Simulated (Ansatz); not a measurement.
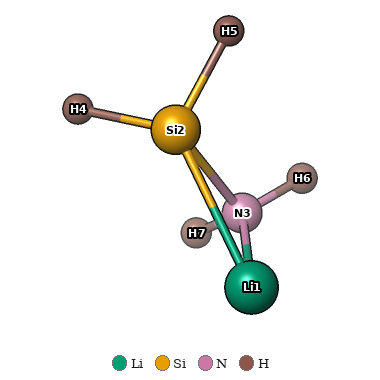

The system is H₄LiNSi (SMILES [Li][SiH2]N) with the probe HF; the picture shows it without the atoms that are moved over the map. 
- The probe is moved over a plane parallel to the molecule's main plane, 3.45 Å above it.
- The first coordinate is: x of the probe's F atom; the second: y of the probe's F atom.
- Nothing is relaxed (molecule and probe rigid, the probe upright with F nearest the plane).
- Grid: 11 × 11 points.
- Points are written as (first, second).
- Energies: meV, counted from the lowest grid point.
- Method: RKS CAM-B3LYP-D4/def2-SVPD (Ansatz 0.2.0).

Range: x of the probe's F atom from −3.15 to 3.15 Å; y of the probe's F atom from −3.15 to 3.15 Å.

Question: What will the energy surface look like?

Answer: The lowest grid point is at (1.89 Å, 0.00 Å). It is the only kind of minimum in the scanned range. The highest grid point, (−1.89 Å, −0.63 Å), lies 158 meV above the lowest. Near the minimum the curvatures are about 0.017 and 0.035 eV/Å² along the soft and the stiff direction.

```
y of the probe's F atom ↓, x of the probe's F atom →  −3.15  −2.52  −1.89  −1.26  −0.63  0.00  0.63  1.26  1.89  2.52  3.15
                                                3.15    101     94     83     69     56    49    49    54    60    64    68
                                                2.52    105     96     82     63     43    32    33    40    48    55    60
                                                1.89    110    102     86     62     37    20    19    26    35    43    49
                                                1.26    118    115    101     74     43    20    12    15    21    29    37
                                                0.63    128    135    127     98     59    28    12     6     8    15    26
                                                0.00    137    153    153    123     79    41    17     3     0     5    17
                                               −0.63    140    156    158    134     94    57    28     9     0     3    14
                                               −1.26    136    145    146    131    103    72    44    22    11    11    19
                                               −1.89    131    135    134    126    109    86    62    41    28    26    31
                                               −2.52    127    129    129    124    114    97    78    60    48    43    44
                                               −3.15    123    125    125    122    115   103    89    75    64    59    58
```

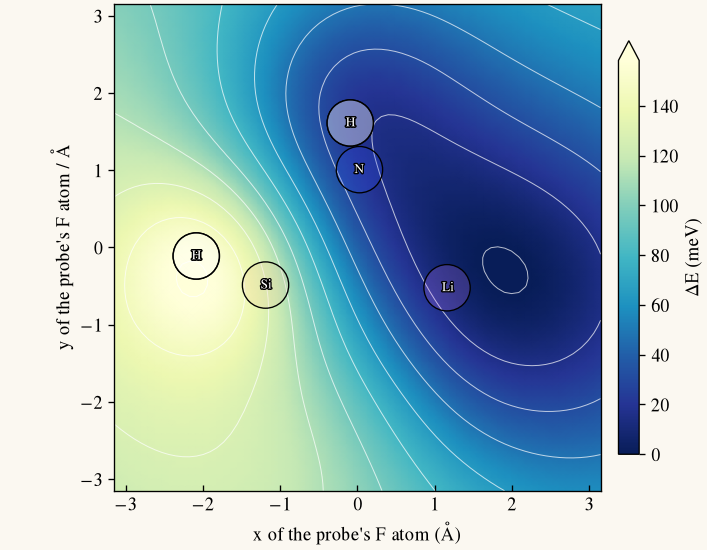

In the figure: a smooth colour map with a few white contour lines, labelled circles for the molecule's atoms, projected on the plane, one colour for all values above the top of the scale. Between grid points the surface is interpolated.

Each point was launched as `ansatz run input.yaml --threads 1 --pin off --max-ram 2560MiB --backend cpu --events-out ev --progress --plain --runs-dir out`. The whole map (121 points run) took 13 min on 1 thread of Arm Neoverse V1, with other jobs on the host.
